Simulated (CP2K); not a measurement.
# GFN2-xTB run of ZrO (SMILES [O][Zr])

What is the energy change on altering one bond length of ZrO at GFN2-xTB? 

The calculation is run with CP2K 2026.2.

8 further runs of the same task are left out: 5 that didn't finish, 3 set aside as unsound or not needed.

## 1. The system as given

ZrO: 2 atoms, total charge 0, spin state singlet. SMILES: `[O][Zr]`. Geometry: the measured bond length.

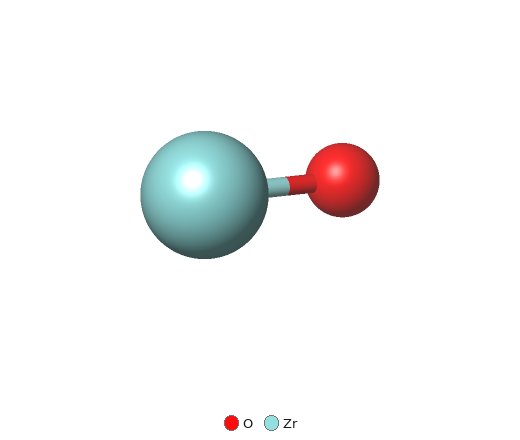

Viewed from a chosen angle; oxygen red, zirconium light teal.

## 2. The energy at GFN2-xTB

File molecule.xyz:

```xyz
2

O      0.000000     0.000000     0.000000
Zr     0.000000     0.000000     1.711600
```

File run.inp:

```
&global
    project_name run
    run_type ENERGY
    print_level MEDIUM
&end global

&force_eval
    method QS
    &dft
        charge 0
        multiplicity 1
        &qs
            method XTB
            eps_default 1.0E-10
            &xtb
                gfn_type TBLITE
                &tblite
                    method GFN2
                &end tblite
                check_atomic_charges F
            &end xtb
        &end qs
        &poisson
            periodic NONE
            poisson_solver ANALYTIC
        &end poisson
        &scf
            scf_guess ATOMIC
            eps_scf 1.0E-07
            max_scf 150
            added_mos 8
            &diagonalization
                algorithm STANDARD
            &end diagonalization
            &mixing
                method DIRECT_P_MIXING
                alpha 0.4
            &end mixing
        &end scf
        &print
            &moments
                periodic F
                reference COM
                max_moment 1
            &end moments
            &mo ON
                energies T
                occupation_numbers T
                ndigits 6
                &each
                    qs_scf 0
                &end each
                add_last NUMERIC
            &end mo
            &hirshfeld OFF
            &end hirshfeld
        &end print
    &end dft
    &subsys
        &cell
            abc [angstrom] 10 10 11.7
            periodic NONE
        &end cell
        &topology
            coord_file_name molecule.xyz
            coord_file_format XYZ
            &center_coordinates
            &end center_coordinates
        &end topology
    &end subsys
&end force_eval
```

Started as:

```sh
OMP_NUM_THREADS=1 cp2k.psmp -i run.inp -o run.out
```

The program printed, shortened:

```text
CP2K| version string:                                       CP2K version 2026.2
[...]
 GLOBAL| Method name                                                        CP2K
[...]
 GLOBAL| Run type                                                         ENERGY
[...]
                             - Atoms:                                          2
[...]
                             - Spherical basis functions:                     13
[...]
 Number of electrons:                                                         10
[...]
  *** SCF run converged in    22 steps ***
[...]
  Fermi energy:                                                -0.37705531223625
[...]
 TB_DIPOLE| Moment [Debye]          0.00000000       0.00000000       2.50877878
 TB_DIPOLE| Derivative [a.u.]       0.00000000       0.00000000       0.00000000
[...]
 ENERGY| Total FORCE_EVAL ( QS ) energy [hartree]             -5.440887660160938
[...]
```

Wall time 0.28 s (1 thread of Arm Neoverse V1, shared host).

## 3. The distorted shape at the same level

File molecule.xyz:

```xyz
2

O      0.000000     0.000000    -0.513500
Zr     0.000000     0.000000     1.711600
```

File molecule.inp:

```
&GLOBAL
   PROJECT_NAME molecule
   RUN_TYPE ENERGY
   PRINT_LEVEL MEDIUM
&END GLOBAL

&FORCE_EVAL
   METHOD Quickstep
   &DFT
      CHARGE 0
      MULTIPLICITY 1
      &QS
         METHOD XTB
         EPS_DEFAULT 1.0E-10
         &XTB
            GFN_TYPE TBLITE
            &TBLITE
               METHOD GFN2
            &END TBLITE
            CHECK_ATOMIC_CHARGES F
         &END XTB
      &END QS
      &POISSON
         PERIODIC NONE
         POISSON_SOLVER ANALYTIC
      &END POISSON
      &SCF
         SCF_GUESS ATOMIC
         EPS_SCF 1.0E-07
         MAX_SCF 150
         ADDED_MOS 8
         &DIAGONALIZATION
            ALGORITHM STANDARD
         &END DIAGONALIZATION
         &MIXING
            METHOD DIRECT_P_MIXING
            ALPHA 0.4
         &END MIXING
      &END SCF
      &PRINT
         &MOMENTS
            PERIODIC F
            REFERENCE COM
            MAX_MOMENT 1
         &END MOMENTS
         &MO ON
            ENERGIES T
            OCCUPATION_NUMBERS T
            NDIGITS 6
            &EACH
               QS_SCF 0
            &END EACH
            ADD_LAST NUMERIC
         &END MO
         &HIRSHFELD OFF
         &END HIRSHFELD
      &END PRINT
   &END DFT
   &SUBSYS
      &CELL
         ABC [angstrom] 10 10 12.2
         PERIODIC NONE
      &END CELL
      &TOPOLOGY
         COORD_FILE_NAME molecule.xyz
         COORD_FILE_FORMAT XYZ
         &CENTER_COORDINATES
         &END CENTER_COORDINATES
      &END TOPOLOGY
   &END SUBSYS
&END FORCE_EVAL
```

Started as:

```sh
OMP_NUM_THREADS=1 cp2k.psmp -i molecule.inp -o molecule.out
```

The program printed, shortened:

```text
CP2K| version string:                                       CP2K version 2026.2
[...]
 GLOBAL| Method name                                                        CP2K
[...]
 GLOBAL| Run type                                                         ENERGY
[...]
                             - Atoms:                                          2
[...]
                             - Spherical basis functions:                     13
[...]
 Number of electrons:                                                         10
[...]
  *** SCF run converged in    34 steps ***
[...]
  Fermi energy:                                                -0.38708289352257
[...]
 TB_DIPOLE| Moment [Debye]          0.00000000       0.00000000       3.30761669
 TB_DIPOLE| Derivative [a.u.]       0.00000000       0.00000000       0.00000000
[...]
 ENERGY| Total FORCE_EVAL ( QS ) energy [hartree]             -5.363499993533398
[...]
```

Wall time 0.28 s (1 thread of Arm Neoverse V1, shared host).

## 4. Results

At GFN2-xTB:

| quantity | value |
| --- | --- |
| first shape: total energy | -5.44089 Eh |
| first shape: dipole moment (from atomic charges alone) | 2.51 D |
| first shape: HOMO energy | -10.94 eV |
| first shape: LUMO energy | -9.56 eV |
| first shape: HOMO–LUMO gap | 1.38 eV |
| first shape: dispersion energy | -2.16 kJ/mol |
| distorted shape: total energy | -5.36350 Eh |
| distorted shape: dipole moment (from atomic charges alone) | 3.31 D |
| distorted shape: HOMO energy | -10.87 eV |
| distorted shape: LUMO energy | -10.18 eV |
| distorted shape: HOMO–LUMO gap | 0.69 eV |
| distorted shape: dispersion energy | -2.18 kJ/mol |
| energy change with the O1–Zr2 bond stretched from 1.712 to 2.225 Å | 2.106 eV |

With the O1–Zr2 bond stretched from 1.712 to 2.225 Å the energy rises by 2.11 eV (49 kcal/mol). The first shape isn't relaxed at this level, so the change isn't measured from a minimum. The dipole (first shape) comes from point charges on the atoms alone, without atomic dipoles, so it is partial. The dipole (distorted shape) comes from point charges on the atoms alone, without atomic dipoles, so it is partial.
